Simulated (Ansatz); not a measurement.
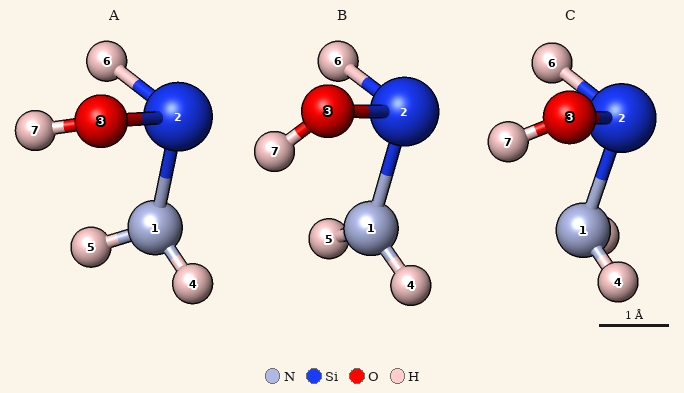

3 geometries from one relaxation of SiNH$_{4}$O (charge −1), in shuffled order. The picture is a ball-and-stick view, seen from a free direction.

The run prepares an end point of a later path (inversion) calculation, from a guessed geometry.

Theory: Ansatz, RKS BLYP/6-31G. Settings: no spin polarisation; force threshold 0.015 eV/Å; at most 40 steps.

Question: Put them in the order of the run, from the start to the converged end.

Answer: C, B, A. They are steps 0, 6, 17, at +0.640 eV, +0.056 eV relative to the last. The largest move after the best rigid fit is that of H5, 0.91 Å. Largest moves by element: H 0.91 Å, N 0.45 Å, O 0.21 Å, Si 0.21 Å. Near-neighbour distances that change, for instance: Si2–O3 1.697 → 1.882 Å, Si2–H6 1.554 → 1.624 Å, N1–Si2 1.835 → 1.883 Å, O3–H7 0.962 → 0.997 Å. Among the angles between lasting bonds that change: Si2–N1–H5 109.5° → 123.5°, Si2–N1–H4 110.5° → 116.5°, O3–Si2–H6 101.8° → 96.4°. The energy falls by 0.640 eV in 13 accepted moves (17 points after the start). Largest force component: 3.1 eV/Å at the start, 0.0048 eV/Å at the end. The line search rejected the trial steps at points 4, 7, 14, 16 of the run. Cost: 25 s on 1 thread of Arm Neoverse V2, with other jobs on the host, peak memory 0.13 GiB.

Limits of the set-up: the basis has no diffuse functions, which an anion needs.
